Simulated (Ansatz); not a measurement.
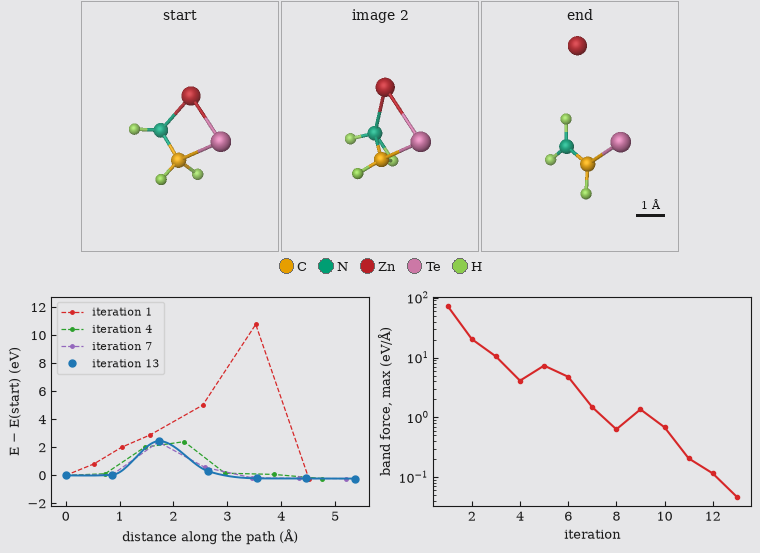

A search for the minimum-energy path of CH3NTeZn by the nudged elastic band. Images are numbered from 0 (start) to 6 (end). The plot follows the band through its iterations. The picture is a ball-and-stick view, seen at a tilt.

Level of theory: Ansatz, RKS CAM-B3LYP/def2-SVP. Set-up: 5 movable images; climbing image; force threshold 0.05 eV/Å; iteration limit 60; starting path through a guess of the saddle point.

Question: How did the profile develop, and is the result final?

Answer: The result is final at these settings. The band converged in 13 iterations. The largest component of the band force went from 72 to 0.047 eV/Å. The climbing image converged on the top of the path. Its vibrational analysis gives one imaginary mode (1692i cm⁻¹), as a transition state must have. The first iteration put the highest image at 10.78 eV. The highest point, image 2, lies 2.45 eV above the start and 2.68 eV above the end; the end is at −0.23 eV relative to the start.

The run took 5.3 min on 2 threads of Intel(R) Xeon(R) Platinum 8488C (Sapphire Rapids), with other jobs on the host, peak memory 0.32 GiB.
